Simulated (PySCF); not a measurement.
BF4K, SMILES `[K+].F[B-](F)(F)F`.

PySCF calculation, TPSS/def2-SVPD, gas phase; geometry: GFN2-xTB. GFN2-xTB bond lengths at metals and heavier atoms can be off by up to 0.1 Å and shapes distorted, which carries into these values.

Input script:

```python
import numpy as np
from pyscf import gto, scf, dft
from pyscf.scf import atom_ks, atom_hf
from scipy.linalg import block_diag
from pyscf.dispersion import dftd3

def solve(mol, dm0=None, hcore=None):
    mf = (dft.UKS if mol.spin else dft.RKS)(mol, xc='tpss')
    mf.grids.level = 3
    mf = mf.density_fit(auxbasis='def2-universal-jkfit')
    mf.conv_tol, mf.max_cycle = 1e-8, 80
    if hcore is not None:
        mf.get_hcore = lambda *args: hcore
    mf.kernel(dm0)
    if not mf.converged:
        mf = mf.newton().run(mf.mo_coeff, mf.mo_occ, max_cycle=30)
    assert mf.converged, 'SCF not converged'
    return mf

mol = gto.M(atom='''
K      1.62807     0.00000     0.00002
F     -0.26271    -1.26780    -0.25151
B     -0.84754    -0.00012     0.00006
F     -2.17818     0.00009    -0.00007
F     -0.26275     0.41608     1.22370
F     -0.26255     0.85171    -0.97219
''', basis='def2-svpd', charge=0, spin=0, verbose=4)
mol_a = gto.M(atom='''
K      1.62807     0.00000     0.00002
ghost-F     -0.26271    -1.26780    -0.25151
ghost-B     -0.84754    -0.00012     0.00006
ghost-F     -2.17818     0.00009    -0.00007
ghost-F     -0.26275     0.41608     1.22370
ghost-F     -0.26255     0.85171    -0.97219
''', basis='def2-svpd', charge=1, spin=0, verbose=4)
mol_b = gto.M(atom='''
ghost-K      1.62807     0.00000     0.00002
F     -0.26271    -1.26780    -0.25151
B     -0.84754    -0.00012     0.00006
F     -2.17818     0.00009    -0.00007
F     -0.26275     0.41608     1.22370
F     -0.26255     0.85171    -0.97219
''', basis='def2-svpd', charge=-1, spin=0, verbose=4)
ab, a, b = solve(mol), solve(mol_a), solve(mol_b)
e_int = ab.e_tot - a.e_tot - b.e_tot
print('counterpoise-corrected interaction energy / kcal/mol', e_int * 627.5095)
def disp(atoms, charge):
    m = gto.M(atom=atoms, charge=charge, basis='sto-3g', spin=None, unit='Bohr', verbose=0)
    return dftd3.DFTD3Dispersion(m, xc='tpss', version='d3bj').get_dispersion()['energy']
e_disp = disp(mol._atom, mol.charge) - disp(mol._atom[:1], mol_a.charge) - disp(mol._atom[1:], mol_b.charge)
print('D3(BJ) part / kcal/mol', e_disp * 627.5095)
# spherically averaged free atoms, for the promolecule
atm = atom_ks.get_atm_nrks(mol, xc='tpss')
pro = block_diag(*[(atm[a[0]][2] * atm[a[0]][3]) @ atm[a[0]][2].T for a in mol._atom])
np.savez('result.npz', e_int=e_int, e_disp=e_disp, dm_a=a.make_rdm1(), dm_b=b.make_rdm1(), c=ab.mo_coeff, occ=ab.mo_occ, eps=ab.mo_energy, pro=pro, d=[f.dip_moment(verbose=0) for f in (ab, a, b)])
```

Launched as:

```sh
OMP_NUM_THREADS=1 python input.py
```

The run took 69 s on 1 thread of Arm Neoverse V1 (shared host), peak memory 0.58 GiB.

Partitions, critical points and surface values were worked out afterwards from this run's density.

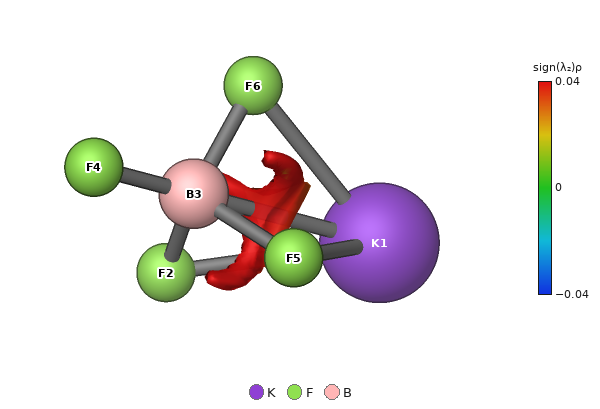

Non-covalent interaction surfaces between the fragments (reduced density gradient s = 0.5, coloured by sign(λ₂)ρ in a.u.; trimmed to the region between the fragments where ρ is under 0.06 a.u.). Fragment A: K(+1) (atom 1); fragment B: BF4(−1).

> Which interactions hold the two fragments together?

Bond critical points between the fragments: K1···F6, 2.29 Å, ρ = 0.042 a.u.; K1···F2, 2.29 Å, ρ = 0.042 a.u.; K1···F5, 2.29 Å, ρ = 0.042 a.u. The strongest appears blue (attractive, sign(λ₂)ρ well below zero). Several contacts close a ring, whose ring point adds a part with positive λ₂ between them. The pose is a local one from a semi-empirical search, not shown to be the most stable. With a charged fragment, long-range electrostatics, which these surfaces don't show, weighs heavily in the interaction energy.

> How strongly are they bound?

The counterpoise-corrected interaction energy of the frozen fragments is −101.4 kcal/mol without dispersion correction and −102.8 kcal/mol with D3(BJ). D3 uses neutral-atom coefficients and tends to overbind metal cations. The pair geometry is semi-empirical, not a minimum at this level.
